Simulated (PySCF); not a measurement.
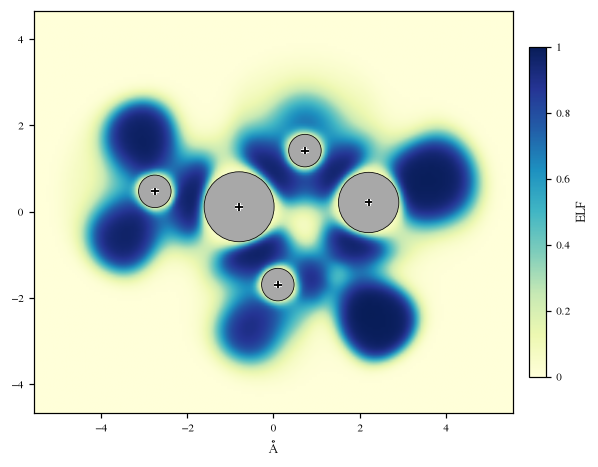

The electron localisation function on a plane through atoms (crosses mark nuclei in the plane; grey discs cover the cores).

Computed with PySCF, PBE0/pcSseg-1, SCF density, gas phase, non-relativistic.

Candidates:
A. C4H11AlSi (SMILES [CH3][Al]1[CH2]C[SiH2][CH2]1)
B. C3H11NSi2 (SMILES C[Si]1(N)C[SiH2]C1)
C. C6H11B2N (SMILES BN(B(C)C#C)C1CC1)

Which candidate gave the map?

Answer. Candidate A: C4H11AlSi on the plane of atoms C3, Al2 and C6, which holds C, Al and Si. C–Si (1.91 Å): the ELF peaks at about 0.95 between the atoms (a shared electron pair). C–Al (1.99 Å): the ELF peaks at about 0.95 between the atoms: a polar covalent bond.
